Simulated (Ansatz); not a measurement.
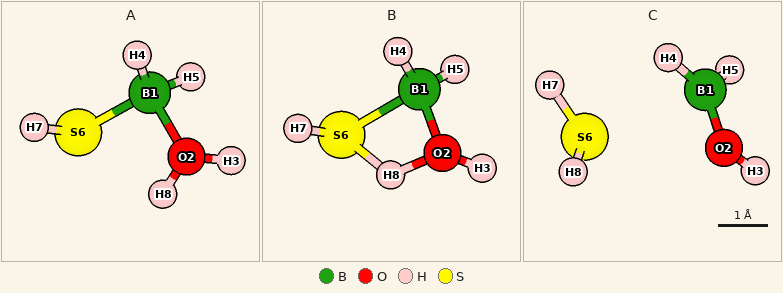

3 geometries from a converged minimum-energy path of BH₅SO, made up at the start of BH3O and H2S, shuffled. Style: ball-and-stick. Shown at a tilt.

All numbers below come from Ansatz 0.2.0, RKS PBE0/def2-mTZVP. Run with 5 movable images; climbing image; force threshold 0.05 eV/Å; iteration limit 60; starting path through a guess of the saddle point.

> Which frame is the top of the path?

B. In order along the path, whose images run from 0 to 6: C (image 0, 0.00 eV), B (image 4, +0.79 eV), A (image 6, +0.12 eV). Breaking: S6–H8 (1.35 → 1.56 at the top → 2.51 Å). Forming: B1–S6 (3.06 → 2.07 at the top → 1.87 Å), O2–H8 (3.26 → 1.35 at the top → 0.97 Å).

Limits of the set-up: the start holds two separate molecules, 3.0 Å apart at their closest, whose relative position is a soft coordinate and is computed without a dispersion correction.

The run took 98 s on 2 threads of Arm Neoverse V2 (shared host), peak memory 0.14 GiB.
